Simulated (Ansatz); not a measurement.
# Si4O7: the cost of one run

Method: DFT PBE, scalar-relativistic, plane waves, PAW, in Ansatz 0.2.0.

## (1) The starting structure

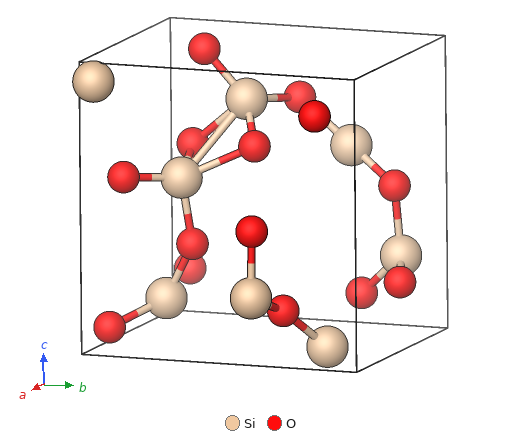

The starting structure, seen slightly off an axis (silicon light orange, oxygen red). Each atom of the cell is drawn once.

It is the last frame of an earlier stage of the same melt, run at 2880 K.

Its coordinates follow in the input file.

## (2) Stage at 1600 K

One k point, a Fermi-Dirac width of 0.138 eV and a fixed cell.

The input, input.yaml:

```yaml
crystal:
  lattice:
    - [7.084207, 0.066361, 0.097276]
    - [0.066361, 6.97409, -0.035855]
    - [0.097276, -0.035855, 7.132386]
  atoms:
    - { symbol: Si, position: [0.5044477768, 0.1319570901, 0.1100104451] }
    - { symbol: Si, position: [0.5590648341, 0.2088107868, 0.5348077685] }
    - { symbol: Si, position: [0.5685073152, 0.7377543872, 0.990557039] }
    - { symbol: Si, position: [0.3745251213, 0.3866239754, 0.7871704416] }
    - { symbol: Si, position: [0.1116857619, 0.6789204285, 0.60718393] }
    - { symbol: Si, position: [0.179320452, 0.8785409625, 0.2522426751] }
    - { symbol: Si, position: [0.9733723251, 0.029135555, 0.9149478185] }
    - { symbol: Si, position: [0.9577739315, 0.5907301379, 0.2061835306] }
    - { symbol: O, position: [0.2068196392, 0.8661946501, 0.4943586291] }
    - { symbol: O, position: [0.3478216164, 0.1807626396, 0.6180588045] }
    - { symbol: O, position: [0.7412112917, 0.6356418161, 0.1328581584] }
    - { symbol: O, position: [0.5280684367, 0.236353255, 0.3054706715] }
    - { symbol: O, position: [0.1280497846, 0.7172557783, 0.1068151127] }
    - { symbol: O, position: [0.145010294, 0.50414543, 0.7658434109] }
    - { symbol: O, position: [0.9055196484, 0.8100876201, 0.8336127334] }
    - { symbol: O, position: [0.6827824131, 0.983750205, 0.0283986166] }
    - { symbol: O, position: [0.4005709581, 0.2431304177, 0.9532975161] }
    - { symbol: O, position: [0.0525530781, 0.0688639877, 0.1397586637] }
    - { symbol: O, position: [0.5158292398, 0.4606489539, 0.6506745035] }
    - { symbol: O, position: [0.3756233293, 0.9392881404, 0.1946444848] }
    - { symbol: O, position: [0.9698019897, 0.5992983944, 0.4361901444] }
    - { symbol: O, position: [0.711430445, 0.0484901252, 0.5496982746] }
  symmetry: { detect: false }
basis:
  ecutwfc: 420
  xc_grid: 1
kpoints:
  mp_grid: { grid: [1, 1, 1], shift: [0.25, 0.25, 0.25] }
hamiltonian:
  xc: pbe
scf:
  occupations: { method: fermi_dirac, width: 0.1379 }
  lower_state_search: "off"
  convergence: { dr2_threshold: 1.0e-05 }
output:
  forces: true
  stress: true
md:
  timestep: 2.0
  n_steps: 157
  ensemble: nvt_langevin
  friction: 0.03
  temperature: 1600.0
  initial_velocities: maxwell_boltzmann
  seed: 87097
```

Started as:

```sh
> ansatz run input.yaml --threads 2 --pin off --max-ram 5120MiB --backend cpu --events-out ev --progress --plain --runs-dir out
```

What time and memory should one allow on 2 threads of Arm Neoverse V2, shared host?

About 3.9 min, with a peak of 0.44 GiB.
